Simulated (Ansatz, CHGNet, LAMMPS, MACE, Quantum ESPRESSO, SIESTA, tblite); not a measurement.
**Other levels on Zn2+ BF4- in dimethoxyethane and tetrahydrofuran at 480 K (85 atoms)**

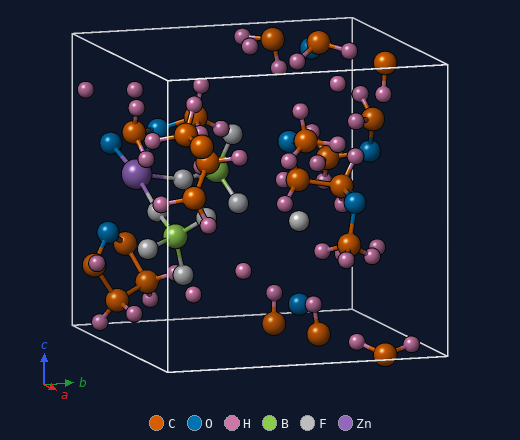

The cell (carbon orange, oxygen blue, hydrogen pink, boron green, fluorine light grey, zinc purple). Bonds to atoms that aren't drawn are left out. Some periodic images of atoms are drawn too.

Density of this cell: 1.08 g/cm³. The cell holds 85 atoms: 20 C, 8 O, 46 H, 2 B, 8 F and 1 Zn. Its edges and angles: a = 10.026 Å, b = 10.026 Å, c = 10.026 Å, α = 90.0°, β = 90.0°, γ = 90.0°. 3 dimethoxyethane, 2 tetrahydrofuran, 1 Zn2+, 2 BF4- placed at random, at 1.08 g/cm³; overlaps pushed apart, then 10 ps at 550 K with stiff harmonic cages for PF6 and BF4 with UFF radii; divalent ions of Li, Roberts, Chakravorty and Merz (J. Chem. Theory Comput. 9, 2733 (2013)); MMFF94 bonds, angles, torsions, charges and radii (Halgren, J. Comput. Chem. 17, 490 (1996)) in harmonic and 12-6 forms; charges of ions scaled by 0.8. Snapshot after 30 ps at 480 K and fixed volume.

Geometry: as built.

The reference, a calculation:

```
method                                           : Kohn-Sham DFT, PBE, PAW, plane waves (Ansatz 0.2.0); cutoff 420 eV, Γ point, fermi-dirac smearing of 0.05 eV; PAW set soft_2
r.m.s. force component                           : 1.131 eV/Å
longest force                                    : 4.732 eV/Å
pressure                                         : 2.769 GPa
gap (highest filled to lowest empty level) : 4.057 eV
SCF cycles                                       : 10
time                                             : 6.7 s on 4 threads of Arm Neoverse V2, shared host
CPU time                                         : 25 s
```

Q: Estimate the differences from the reference, the CPU time and the memory of each run.
- SIESTA PBE, SZ, shift 0.01 Ry, mesh 500 Ry (SIESTA 5.4.2; 1 thread)
- CHGNet 0.3.0 potential (CHGNet 0.3.0; 1 thread)
- MACE MP-0b3 medium potential (MACE MP-0b3 medium; 1 thread)
- CHGNet r2SCAN potential (CHGNet r2SCAN; 1 thread)
- QE PBE+D3(BJ), sssp-1.3.0-efficiency, 60/480 Ry (Quantum ESPRESSO 7.5; 2 MPI ranks)
- SIESTA PBE, SZP, shift 0.01 Ry, mesh 500 Ry (SIESTA 5.4.2; 2 MPI ranks)
- SIESTA PBE, DZP, shift 0.01 Ry, mesh 500 Ry (SIESTA 5.4.2; 2 MPI ranks)
- QE PBE, sssp-1.3.0-efficiency, 60/480 Ry (Quantum ESPRESSO 7.5; 2 MPI ranks)
- SIESTA PBE, DZ, shift 0.01 Ry, mesh 500 Ry (SIESTA 5.4.2; 1 thread)
- tblite GFN1-xTB (tblite 0.8.0; 1 thread)

Differences are against the plane-wave reference, forces as r.m.s. over components; share is that over the reference's r.m.s. force, slope the least-squares factor from reference forces to these. Total energies of different programs have different zeros and aren't compared.

| run | Δ force, r.m.s. (meV/Å) | share (%) | slope | Δ pressure (GPa) | Δ gap (eV) | cores | CPU time | memory (GiB) |
| --- | --- | --- | --- | --- | --- | --- | --- | --- |
| reference | - | - | - | - | - | 4 | 25 s | 1.1 |
| SIESTA PBE, SZ, shift 0.01 Ry, mesh 500 Ry (coarse) | 2064 | 183 | 1.208 | 16.9 | -0.790 | 1 | 57 s | 0.7 |
| CHGNet 0.3.0 potential | 220 | 19.4 | 0.931 | -0.260 | - | 1 | 3.8 s | 1.5 |
| MACE MP-0b3 medium potential | 170 | 15.0 | 0.966 | -0.0628 | - | 1 | 7.2 s | 1.1 |
| CHGNet r2SCAN potential | 306 | 27.1 | 0.843 | -1.67 | - | 1 | 3.5 s | 1.5 |
| QE PBE+D3(BJ), sssp-1.3.0-efficiency, 60/480 Ry | 24.8 | 2.19 | 1.000 | -0.47 | -0.005 | 2 | 3.2 min | 2.5 |
| SIESTA PBE, SZP, shift 0.01 Ry, mesh 500 Ry (coarse) | 1120 | 99.0 | 1.118 | 6.39 | 0.351 | 2 | 2.2 min | 1.5 |
| SIESTA PBE, DZP, shift 0.01 Ry, mesh 500 Ry | 342 | 30.3 | 1.081 | 1.52 | 0.501 | 2 | 2.8 min | 1.6 |
| QE PBE, sssp-1.3.0-efficiency, 60/480 Ry | 23.2 | 2.05 | 1.001 | 0.0827 | -0.005 | 2 | 3.2 min | 2.5 |
| SIESTA PBE, DZ, shift 0.01 Ry, mesh 500 Ry (coarse) | 476 | 42.1 | 1.082 | 2.92 | 0.816 | 1 | 71 s | 0.79 |
| tblite GFN1-xTB | 290 | 25.6 | 0.939 | -2.47 | - | 1 | 2.2 s | 0.16 |

Rows marked coarse were listed beforehand as settings not expected to be converged; some can still land near the reference.

Times of the machine-learned potentials are mostly Python's start and the loading of weights.

CPU time is summed over cores on a shared host, where runs went side by side, so it is rough. Symmetry, cutoffs, thresholds, outputs and thread counts weren't matched or tuned between programs; memory under MPI is the largest rank's times the ranks.

PBE on plane waves or a grid with other potentials, cutoffs or grids, coarse settings apart, differs from the reference by 2.1 % (QE PBE, sssp-1.3.0-efficiency, 60/480 Ry) of the r.m.s. force; this holds the reference's own error, so differences of a few per cent don't tell which side is nearer the exact PBE result (QE's 60 Ry are 816 eV, against the reference's 420 eV). The PBE run in local orbitals, coarse settings apart, differs by 30 % (SIESTA PBE, DZP, shift 0.01 Ry, mesh 500 Ry); basis, grid and potentials can all enter. Tight binding differs by 26 % (tblite GFN1-xTB); it is another model, with fitted parameters of its own, and the xTB methods hold dispersion. Machine-learned potentials differ by 15 % (MACE MP-0b3 medium potential) to 27 % (CHGNet r2SCAN potential); they were trained on other programs' data, some at another functional. Periodic xTB results under one method name differ between programs and library versions. With short bonds to hydrogen, sets of potentials differ among themselves by several per cent in forces even at converged cutoffs, so the reference isn't exact here either. Machine-learned potentials mimic data converged in k, so the reference's own k-point error enters their differences. The network of contacts between molecules at the start is that of the classical potential that made the cell, and needn't be the one that DFT or experiment would give. The electronic-structure runs sample only Γ, in a cell whose shortest periodic width is 10 Å.

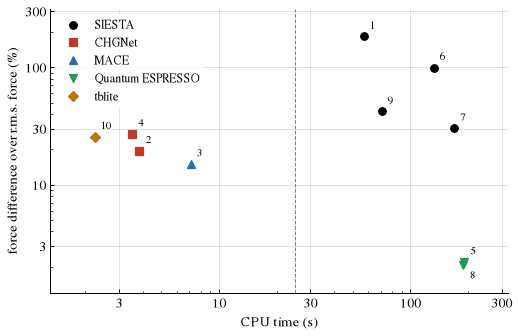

Force difference against CPU time; the dashed line marks the reference's time. Points: 1 SIESTA PBE, SZ, shift 0.01 Ry, mesh 500 Ry; 2 CHGNet 0.3.0 potential; 3 MACE MP-0b3 medium potential; 4 CHGNet r2SCAN potential; 5 QE PBE+D3(BJ), sssp-1.3.0-efficiency, 60/480 Ry; 6 SIESTA PBE, SZP, shift 0.01 Ry, mesh 500 Ry; 7 SIESTA PBE, DZP, shift 0.01 Ry, mesh 500 Ry; 8 QE PBE, sssp-1.3.0-efficiency, 60/480 Ry; 9 SIESTA PBE, DZ, shift 0.01 Ry, mesh 500 Ry; 10 tblite GFN1-xTB.

[Logs are printed without paths, hosts, clocks, repeated set-up lines and the standing remarks that a program may print on its own settings, such as how far it seeks lower states.]

[Hosts, paths, dates, database ids (printed as entryN), source tags and the programs' standing remarks are cut or masked in the printed files.]

[The MMFF94 radii named for the starting cell were scaled by 0.96; in molecules described by MMFF94, hydrogen bound to N, O or S took a small fixed 12-6 site in their place.]
